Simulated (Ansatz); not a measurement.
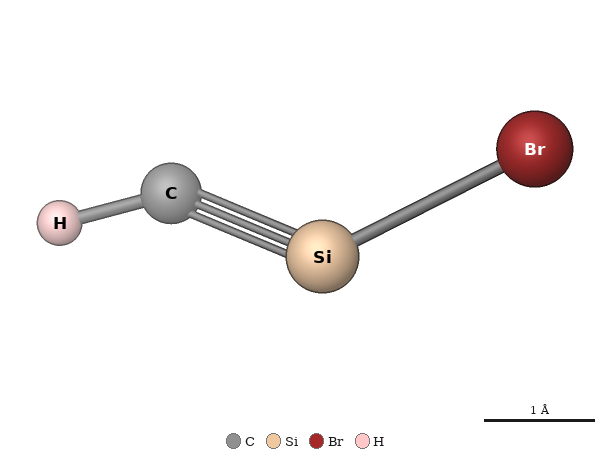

Distant atoms are faded towards the background colour. The geometry was computed by an optimisation with PBE0-D4/def2-TZVP. No frequency run is at hand to confirm it as a minimum. Masses are those of the most abundant isotopes; constants are for the rigid equilibrium geometry.

Classify the rotor and give the rotational constants (MHz).

An asymmetric top (Cs): A = 52091, B = 2559, C = 2439 MHz. Ray's parameter κ is −1.00, close to the prolate limit.
